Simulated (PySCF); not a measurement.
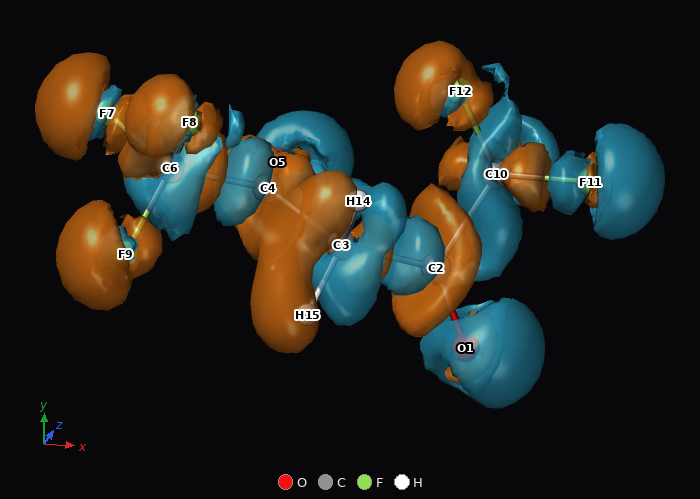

*C$_{5}$H$_{2}$F$_{6}$O$_{2}$, SMILES `O=C(CC(=O)C(F)(F)F)C(F)(F)F`. Change of the electron density in a uniform field of 0.26 V/Å, surfaces at ±0.002 e/Å³ (light blue: gain, orange: loss).*

PySCF calculation, M06-2X/def2-SVP, gas phase; geometry: GFN2-xTB. No frequency check shows the geometry to be a minimum. A basis without diffuse functions makes polarisabilities too small.

Question: Along which Cartesian direction does the field point?

Answer: Along −x: electrons gather on the +x side, against the field.

Question: How large is the response?

Answer: The induced dipole is 0.75 D (along the field); α along this axis, from the fields in both directions, is 59 bohr³ (8.7 Å³).

Question: Which atoms gain and lose the most charge?

Answer: Electrons gather most on O1 (Hirshfeld charge changes by −0.010 e) and leave F7 most (+0.007 e); 0.075 electrons are displaced in all.
